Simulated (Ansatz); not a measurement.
**Single-point calculation of KSiH₄ (charge +1)**

KSiH₄, charge +1, SMILES [K+].[SiH4], computed with RKS r2SCAN-D4/def2-TZVPPD (Ansatz 0.2.0).

The geometry: rigid move from PBE0-D4/def2-TZVP.

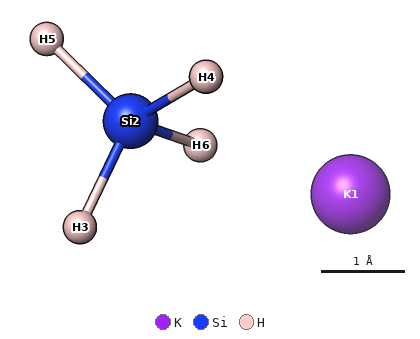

**Figure 1.** The structure (ball-and-stick view, seen at a tilt; atoms are numbered from 1 in the order of the input). Sticks mark near contacts.

**The input**
```yaml
crystal:
  periodic: [false, false, false]
  atoms:
    - {symbol: K, position_ang: [0.275739, -0.015621, -3.604488]}
    - {symbol: Si, position_ang: [-0.084957, 0.004933, 1.111122]}
    - {symbol: H, position_ang: [-1.502958, -0.257122, 1.441049]}
    - {symbol: H, position_ang: [0.808133, -1.066105, 1.605186]}
    - {symbol: H, position_ang: [0.353251, 1.344813, 1.560125]}
    - {symbol: H, position_ang: [0.019175, -0.003436, -0.391082]}
basis:
  gaussian: {orbitals: "def2-TZVPPD.json"}
total_charge: 1
hamiltonian: {xc: r2scan, dispersion: d4}
```

Machine: 2 threads of Arm Neoverse V1, 23 GiB of memory available, shared host.

Run as:
```bash
ansatz run in.yaml --threads 2 --pin off --events-out ev --progress --plain --max-ram 5222MiB
```

**Log**
```
Functional definition: r2SCAN
  name "r2SCAN"
  cite "Furness, Kaplan, Ning, Perdew & Sun, J. Phys. Chem. Lett. 11, 8208 (2020) doi:10.1021/acs.jpclett.0c02405"
  cite "Furness, Kaplan, Ning, Perdew & Sun, J. Phys. Chem. Lett. 11, 9248 (2020) doi:10.1021/acs.jpclett.0c03077"
  parent r2scan
  parameter k0 = 0.174
  parameter k1 = 0.065
  parameter a1 = 4.9479
  exchange = r2scan_x(k0 = k0, k1 = k1, a1 = a1)
  correlation = r2scan_c
871 factors; their error is unknown
mean field evaluation 1: about -24258.8443 eV, gradient 2.4e1 eV
mean field evaluation 2: about -24260.0857 eV, gradient 1.8e1 eV
mean field evaluation 4: about -24261.0042 eV, gradient 2.2e-1 eV
mean field evaluation 8: about -24260.9705 eV, gradient 2.9e-1 eV
mean field -24260.97060795 eV, -891.5742251658 hartree, gradient 5.8e-5 eV, S^2 0.000000; 0 other end points of the search recorded, 0 dependent functions left out
reference -24260.97062229 eV, -891.5742256925 hartree; 18, 18 occupied and 134, 134 virtual orbitals, 871 factors
Total energy: -24260.99868565 eV, -891.5752570021 hartree
```

**Key numbers**

- outcome: converged
- total energy: −24260.9987 eV
- mean-field energy: −24260.9706 eV
- dispersion energy: −0.0281 eV
- SCF solution under orbital rotations: stable
- wall time: 3.1 s (CPU time 5.8 s)
- peak memory: 0.35 GiB
